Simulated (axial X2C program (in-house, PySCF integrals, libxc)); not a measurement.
# Run report: Al₂⁺, relativistic diatomic calculation

System: Al₂⁺, single determinant with Ω = 1/2. The distance is the PBE0 minimum at charge 1.
Method: expectation values, HF and Kohn-Sham, two-component X2C with atomic mean-field Coulomb and Gaunt terms, Al dyall-v3z (cores contracted) (axial X2C program (in-house, PySCF integrals, libxc)).

**Key numbers**

```tsv
quantity	value
outcome	converged; the levels of theory disagree widely
hardware	1 thread of AMD EPYC (Zen 3), 16 GiB of memory available, shared host
wall time	1.5 s
peak memory	0.22 GiB
```

**Input**
```
{"zs": [13, 13], "q": 1, "bas": ["dyall-v3z", "dyall-v3z"], "r0": 2.52, "levels": ["PBE0", "HF", "BP86", "LDA", "TPSSh"], "nst": 3}
```

The line is the task of a batch: nuclear charges, charge, bases, the levels to run, a first guess of the distance and further settings. This report covers the levels named above. The log is that of the reference distance, started from orbitals converged before.

The run was one of a batch that the task file lists, launched with:
```bash
python <driver script> task.json out
```

**Log**
```
two-component X2C + atomic mean field  PBE0
basis functions 98  fitting functions 616  grid points 4360
iter        total energy     max residual
   1       -485.165417263     1.21e-05
   2       -485.165417266     5.30e-06
   3       -485.165417267     2.16e-06
converged
one-electron -732.96746562  Coulomb 252.76922551  exact exchange -9.02337878  xc functional -27.83871218  nuclear repulsion 31.95103560  atomic mean-field constant -0.05612180
```

**Expectation values by level of theory**

| quantity | PBE0 | HF | BP86 | LDA | TPSSh |
| --- | --- | --- | --- | --- | --- |
| effective field for an electron dipole moment (GV/cm) | 2.85×10⁻¹² | 2.18×10⁻¹² | 3.18×10⁻¹² | 2.47×10⁻¹² | 2.79×10⁻¹² |
| field gradient at the first nucleus (a.u.) | −0.978 | −0.977 | −0.992 | −1.01 | −1.00 |
| field gradient at the second nucleus (a.u.) | −0.978 | −0.977 | −0.992 | −1.01 | −1.00 |
| A∥/gI, first nucleus (MHz) | 71.1 | −20.0 | 109 | 153 | 87.3 |
| A∥/gI, second nucleus (MHz) | 71.1 | −20.0 | 109 | 153 | 87.3 |

Each column comes from one determinant, in a basis with contracted cores. The levels disagree widely: A∥/gI at the first nucleus runs from −20.0 to 153 MHz and A∥/gI at the second nucleus runs from −20.0 to 153 MHz. They may not all have settled in the same state, and these values aren't reliable properties of the molecule.

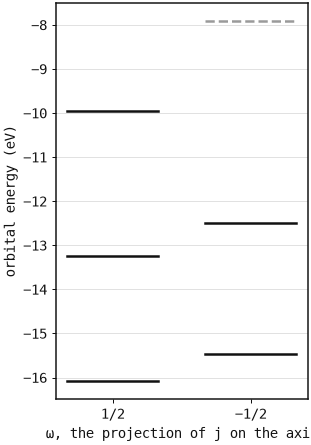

*Orbital energies (PBE0) near the frontier at 2.80 Å, filled (solid) and empty (dashed).*

The highest filled spinor (1/2; 42 % Al p, 42 % Al p) lies at −9.96 eV, the lowest empty one (−1/2; 47 % Al p, 47 % Al p) at −7.92 eV.
